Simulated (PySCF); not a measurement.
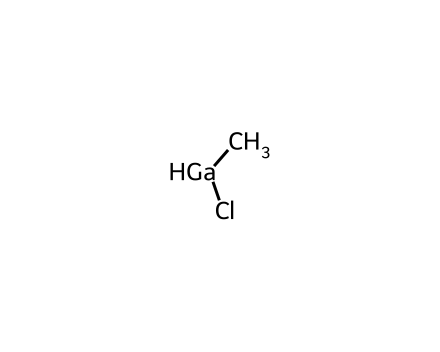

Structural formula above. The geometry was computed by an optimisation with PBE0-D3(BJ)/def2-SVP. No frequency run is at hand to confirm it as a minimum.

Describe the 3D structure.

The molecule is CH₄ClGa. Its SMILES string is `[CH3][GaH][Cl]`. The point group is C1. Coordination: 1 C tetrahedral; 1 Ga trigonal planar.

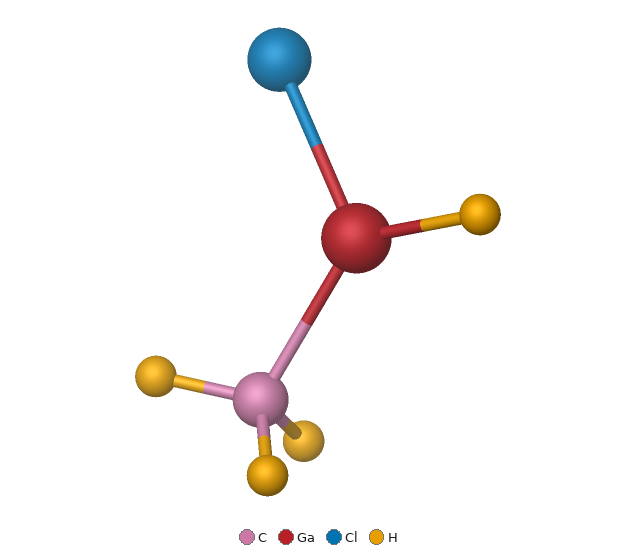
